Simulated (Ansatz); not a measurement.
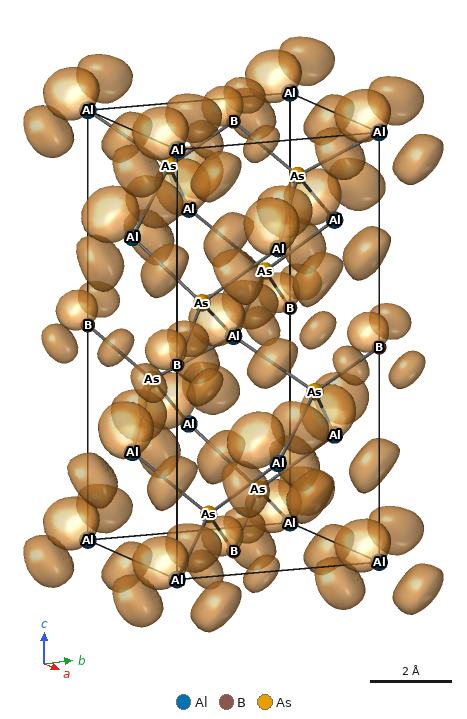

The picture shows: Al3BAs4. Isosurface of the ELF at 0.75 (orange), seen slightly off an axis. Core shells and regions of very low density are left out. Sticks mark near contacts.

Space group I-42m; a structure generated by program, which may or may not match a known phase.

Level of theory: DFT PBE, scalar-relativistic, plane waves, PAW (Ansatz 0.2.0).

In a PAW calculation such maps are meaningful between the atoms, not at the nuclei.

Where are the electrons localised?

Answer. The ELF exceeds this value in 24 regions between bonded Al–As atoms (shared pairs) and eight regions between bonded As–B atoms (shared pairs), counted in one cell of 16 atoms. Any copies at cell faces, edges or corners count once. Profiles from the grid: B–As (2.13 Å): the ELF peaks at about 0.90 between the atoms; a covalent bond. Al–As (2.46 Å): the ELF peaks at about 0.95 in the valence shell of As, 1.5 Å from its nucleus, and is about 0.90 at the midpoint.
